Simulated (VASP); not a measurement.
Band structure of ZnHgTe₂ (space group P-4m2). Calculation: LDA (Ceperley-Alder, Perdew-Zunger), VASP's LDA PAW potentials (set 64) (plane waves; VASP 6.6.1).

Unless said otherwise, spin-orbit coupling is left out, though it shifts the bands of the heavy elements here.

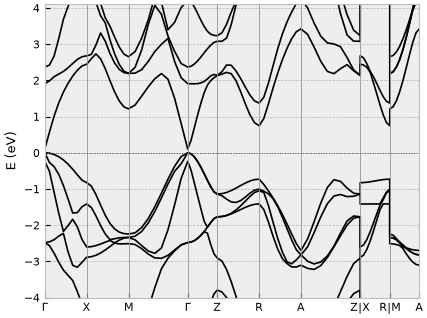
*Bands along high-symmetry lines, zero at the valence-band maximum or, without a gap, the Fermi level*

Read the plot: is there a gap, and where are the band edges?

The gap is direct, 0.10 eV, from the valence maximum at Γ to the conduction minimum at Γ. (Edges off the drawn lines would not show.)

The structure comes from a computed database's ZnHgTe2 entry (P-4m2); how it stands against other phases isn't given here. It was relaxed first, which changed the volume by -6 %.
